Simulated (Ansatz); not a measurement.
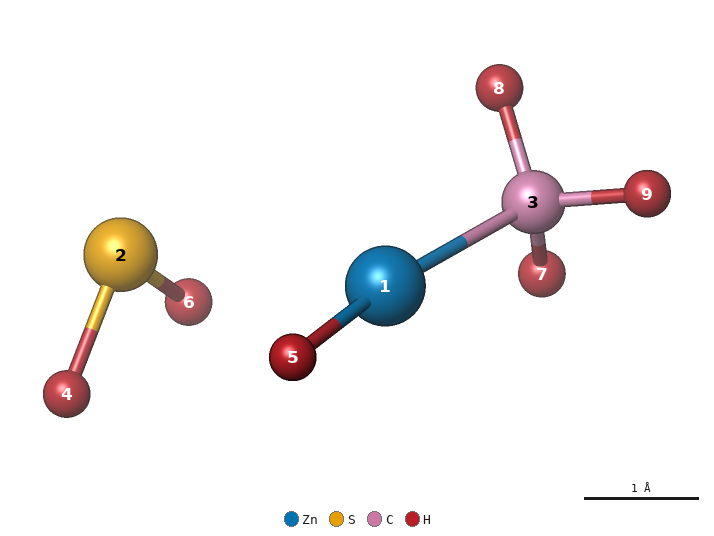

Orthographic view. Depth is shown by fading: the farther an atom, the more it takes the colour of the background. Computed geometry: PBE0-D4/def2-TZVP optimisation.

List the bonded neighbours of every atom.

Zn1: C3, H5
S2: H4, H6
C3: Zn1, H7, H8, H9
H4: S2
H5: Zn1
H6: S2
H7: C3
H8: C3
H9: C3
